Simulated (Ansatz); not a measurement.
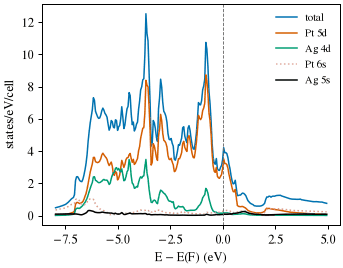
Figure. Total and projected density of states of AgPt$_{3}$ (Cu3Au type, Pm-3m), PBEsol (plane waves, PAW; program Ansatz)

Which orbitals carry the states next to the Fermi level?

Within 0.5 eV of the Fermi level: Pt 5d 83 %, Pt 6s 7 %, Ag 4d 5 %. Projections are on Löwdin-orthogonalised atomic valence shells; empty p or d shells of many metals are not among them.

Where is the tallest occupied peak in this window, and what makes it?

Near -3.6 eV, about 13 states/eV per cell; the largest projected share is Pt 5d.

The workflow started from an entry of the Crystallography Open Database (COD). Whether it is the stable phase at ambient conditions was not checked. The cell was relaxed with PBEsol under the symmetry of its start; of distortions, only those at the zone centre were tested. The run is not spin-polarised. Scalar-relativistic: spin–orbit coupling is off unless named, which matters more the heavier the elements.

Potentials: the later of the program's two PAW sets.
